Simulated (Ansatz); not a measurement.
A series of calculations on C3H7B

**1. Relaxation**

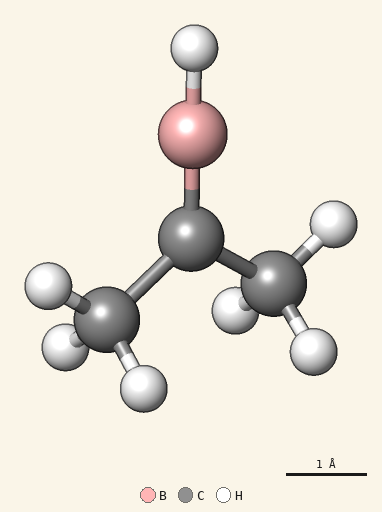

C₃H₇B, before the relaxation. A ball-and-stick model, seen at a tilt.

The run prepares an end point of a later path (torsion) calculation, from a guessed geometry.

These are results of RKS BHLYP-D4/def2-SVPD in Ansatz, not measurements.

Input
```yaml
crystal:
  periodic: [false, false, false]
  atoms:
    - { symbol: B, position_ang: [-0.17221, 1.75753, 0.00285] }
    - { symbol: C, position_ang: [-0.03525, 0.37501, 0.00203] }
    - { symbol: C, position_ang: [0.16939, -0.45535, 1.25127] }
    - { symbol: C, position_ang: [-0.07852, -0.47293, -1.25189] }
    - { symbol: H, position_ang: [-0.28149, 2.89953, 0.00018] }
    - { symbol: H, position_ang: [0.20049, 0.16839, 2.14155] }
    - { symbol: H, position_ang: [1.1058, -1.01102, 1.18413] }
    - { symbol: H, position_ang: [-0.64229, -1.17611, 1.36096] }
    - { symbol: H, position_ang: [-0.22641, 0.13787, -2.1389] }
    - { symbol: H, position_ang: [0.85428, -1.02724, -1.36326] }
    - { symbol: H, position_ang: [-0.89378, -1.19567, -1.18892] }
basis:
  gaussian: { orbitals: def2-SVPD }
hamiltonian:
  xc: { name: BHLYP }
  dispersion: d4
relax:
  f_tol: 0.015
  max_steps: 40
```

Launched with:
```bash
ansatz run input.yaml --threads 2 --pin off --max-ram 3072MiB --backend cpu --events-out ev --progress --plain --runs-dir out
```

### Predict the outcome.

The energy falls by 3.04 kJ/mol in 5 geometry steps. Largest force component: 1.2 eV/Å at the start, 0.001 eV/Å at the end. The atom that moves furthest after the best rigid fit is H7 (0.042 Å). By element the largest moves are H 0.042 Å, B 0.034 Å, C 0.028 Å. Among the contacts that change: B1–H5 1.147 → 1.174 Å, C2–C3 1.514 → 1.507 Å, B1–C2 1.389 → 1.384 Å, C3–H7 1.091 → 1.095 Å. Bond angles that change, for instance: C3–C2–C4 112.3° → 115.6°.

Final geometry:

```xyz
11

B    -0.1663    1.7245    0.0028
C    -0.0335    0.3474    0.0008
C     0.1696   -0.4424    1.2683
C    -0.0824   -0.4621   -1.2697
H    -0.2792    2.8932    0.0043
H     0.1978    0.1834    2.1617
H     1.1096   -1.0034    1.2258
H    -0.6358   -1.1732    1.3996
H    -0.2309    0.1500   -2.1607
H     0.8483   -1.0242   -1.4039
H    -0.8971   -1.1933   -1.2290
```

**2. Relaxation**

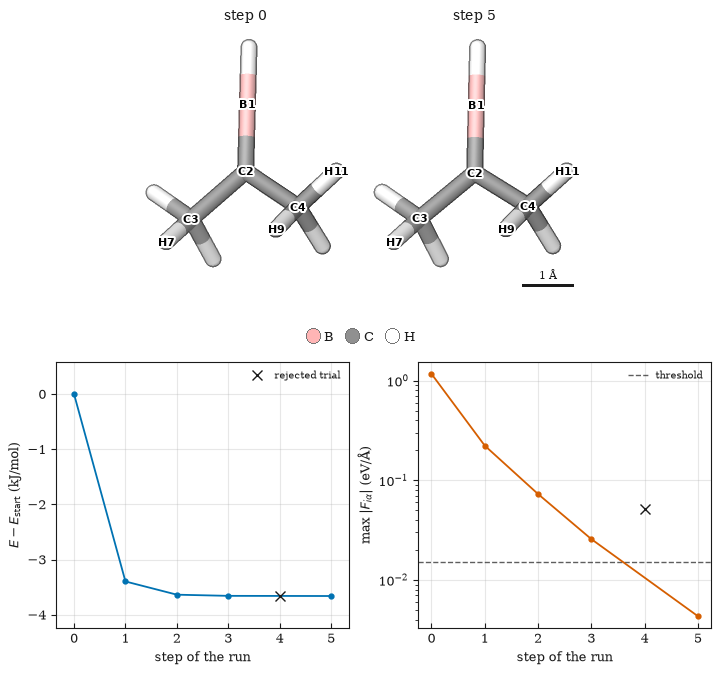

First and last geometry of a relaxation of C3H7B, with the history of the run. Style: stick. Shown at a tilt.

The run prepares an end point of a later path (torsion) calculation, from a guessed geometry.

Theory: RKS BHLYP-D4/def2-SVPD in Ansatz.

Input file:
```yaml
crystal:
  periodic: [false, false, false]
  atoms:
    - { symbol: B, position_ang: [-0.17221, 1.75753, 0.00285] }
    - { symbol: C, position_ang: [-0.03525, 0.37501, 0.00203] }
    - { symbol: C, position_ang: [0.16939, -0.45535, 1.25127] }
    - { symbol: C, position_ang: [-0.07852, -0.47293, -1.25189] }
    - { symbol: H, position_ang: [-0.28149, 2.89953, 0.00018] }
    - { symbol: H, position_ang: [0.20049, 0.16839, 2.14155] }
    - { symbol: H, position_ang: [1.1058, -1.01102, 1.18413] }
    - { symbol: H, position_ang: [-0.64229, -1.17611, 1.36096] }
    - { symbol: H, position_ang: [0.84656, -1.02741, -1.38792] }
    - { symbol: H, position_ang: [-0.90452, -1.18321, -1.1971] }
    - { symbol: H, position_ang: [-0.23581, 0.15894, -2.12766] }
basis:
  gaussian: { orbitals: def2-SVPD }
hamiltonian:
  xc: { name: BHLYP }
  dispersion: d4
relax:
  f_tol: 0.015
  max_steps: 40
```

Run as
```bash
ansatz run input.yaml --threads 2 --pin off --max-ram 3072MiB --backend cpu --events-out ev --progress --plain --runs-dir out
```

What do the curves and the structures tell?

Answer. It converged. The energy falls by 3.66 kJ/mol in 4 accepted moves (5 points after the start). Largest force component: 1.2 eV/Å at the start, 0.0043 eV/Å at the end. The line search rejected the trial step at point 4 of the run. The largest move after the best rigid fit is that of H8, 0.037 Å. Largest moves by element: H 0.037 Å, B 0.030 Å, C 0.029 Å. Some distances before and after: B1–H5 1.147 → 1.174 Å, C2–C3 1.514 → 1.507 Å, B1–C2 1.389 → 1.383 Å, C3–H7 1.091 → 1.096 Å. Bond angles that change, for instance: C3–C2–C4 112.3° → 115.6°, C2–C4–H11 110.1° → 113.1°.

**3. Path**

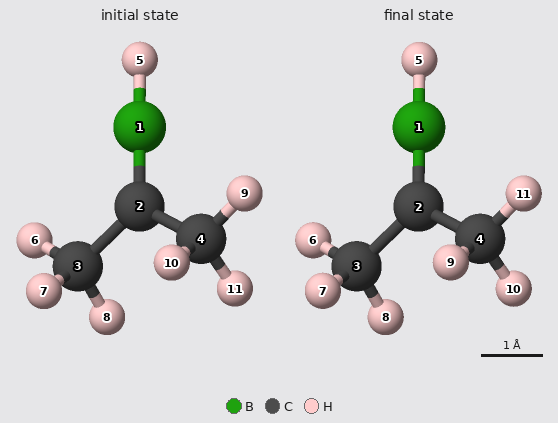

The two relaxed end points of a path for C3H7B. A ball-and-stick model, seen from a free direction.

All numbers below come from RKS BHLYP-D4/def2-SVPD in Ansatz.

Run with 5 movable images; climbing image; force threshold 0.05 eV/Å; iteration limit 60.

Start:
```xyz
11

B    -0.1663    1.7245    0.0028
C    -0.0335    0.3474    0.0008
C     0.1696   -0.4424    1.2683
C    -0.0824   -0.4621   -1.2697
H    -0.2791    2.8932    0.0043
H     0.1978    0.1834    2.1617
H     1.1096   -1.0035    1.2258
H    -0.6358   -1.1732    1.3996
H    -0.2309    0.1500   -2.1607
H     0.8483   -1.0242   -1.4039
H    -0.8971   -1.1933   -1.2291
```

End:
```xyz
11

B    -0.4096    1.6830    0.0373
C    -0.0823    0.3391    0.0086
C     0.3367   -0.4145    1.2446
C    -0.1219   -0.4683   -1.2636
H    -0.6870    2.8238    0.0603
H     0.3520    0.2088    2.1402
H     1.3393   -0.8369    1.1164
H    -0.3437   -1.2519    1.4339
H     0.8645   -0.8925   -1.4809
H    -0.8188   -1.3078   -1.1651
H    -0.4291    0.1171   -2.1317
```

Q: Predict the minimum-energy path and its barrier.

A: The barrier is about 0.121 eV in both directions, with image 3 at the top; the ends have the same energy. The motion is a rotation about the C2–C4 bond by about 120°, with a turn of about 320° about B1–C2. No bond forms or breaks between the ends. Bond angles that change up to the highest image, for instance: B1–C2–C3 122.2° → 117.7°, B1–C2–C4 122.2° → 126.1°. The band converged in 7 iterations. The largest component of the band force went from 4.7 to 0.011 eV/Å. The climbing image converged on the top of the path. Its vibrational analysis gives one imaginary mode (225i cm⁻¹), as a transition state must have.

Energies of the converged images:

```csv
image,path (Å),E (eV)
0,0.00,0.000
1,0.57,0.030
2,1.14,0.090
3,1.71,0.121
4,2.28,0.090
5,2.85,0.029
6,3.42,0.000
```

The geometry at the top of the path:

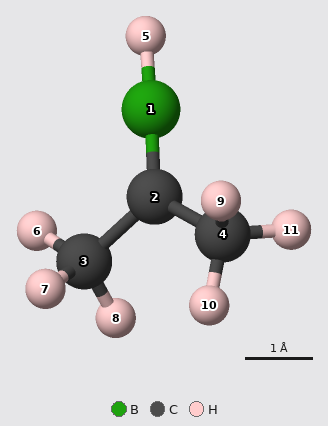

Cost: 2.6 min on 2 threads of Intel(R) Xeon(R) Platinum 8259CL CPU @ 2.50GHz (Skylake/Cascade Lake) (shared host), peak memory 0.34 GiB.
